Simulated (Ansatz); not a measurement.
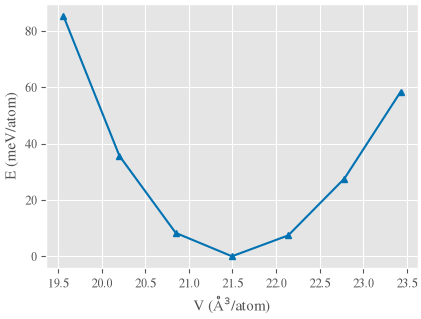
*Sn$_{2}$Ir (fluorite or antifluorite type, space group No. 225) under volume change, plane-wave PAW r²SCAN (Ansatz code), scaled uniformly.*

Problem. What does a third-order Birch–Murnaghan fit give for V₀, B₀ and B′?

Solution. V₀ = 21.50 Å³/atom, B₀ = 128 GPa, B′ = 5.3.

Space group Fm-3m (fluorite or antifluorite type). The workflow started from an entry of the Crystallography Open Database (COD). Its standing as an ambient phase is unchecked. Symmetry was held in the r²SCAN relaxation; whether a distortion lowers the energy is not shown. The run is not spin-polarised. Scalar-relativistic: spin–orbit coupling is off unless named, which matters more the heavier the elements.

Potentials: the later of the program's two PAW sets.
